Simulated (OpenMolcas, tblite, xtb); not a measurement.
# C2H2BCl (SMILES ClB1C=C1): methods side by side

C2H2BCl: 6 atoms, total charge 0, spin state singlet. SMILES: `ClB1C=C1`. The shape is that of a GFN2-xTB optimisation.

```xyz
6

Cl   -1.1265   -0.5950    2.1938
B    -0.3752   -0.1978    0.7288
C     0.3972    0.7142   -0.1584
C     0.0296   -0.4883   -0.6738
H     0.9331    1.5799   -0.4898
H     0.1418   -1.0130   -1.6006
```

Quantity: the dipole moment, in D. The values are calculated.

```tsv
level	kind	program	value (D)	CPU time
IPEA1-xTB	semi-empirical	tblite	2.96	under 2 s
GFN2-xTB	semi-empirical	xtb	1.97	under 2 s
GFN1-xTB	semi-empirical	tblite	1.67	under 2 s
HF/STO-3G	Hartree–Fock	OpenMolcas	2.66	2 s
HF/3-21G	Hartree–Fock	OpenMolcas	2.83	2.2 s
HF/def2-SVP	Hartree–Fock	OpenMolcas	1.85	4.4 s
HF/def2-TZVP	Hartree–Fock	OpenMolcas	1.94	39 s
BLYP/def2-SVP	GGA	OpenMolcas	1.41	19 s
PBE/pcseg-2 (RICD fitting)	GGA	OpenMolcas	1.74	45 s
B3LYP/6-31G* (spherical functions)	global hybrid	OpenMolcas	1.97	17 s
```

The values span 1.41 to 2.96 D. Sets without polarisation functions give poor dipoles. Without the sets that lack polarisation functions the rows with a basis span only 1.41 to 1.97 D. Times are those of the runs behind each value, whatever else they computed, on shared processors of several kinds: orders of magnitude only.

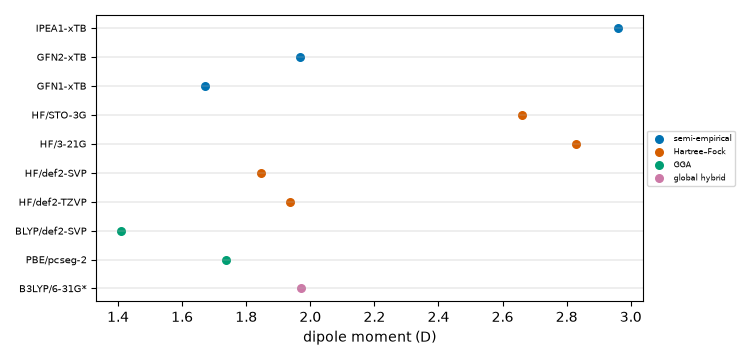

The values of the table, level by level.
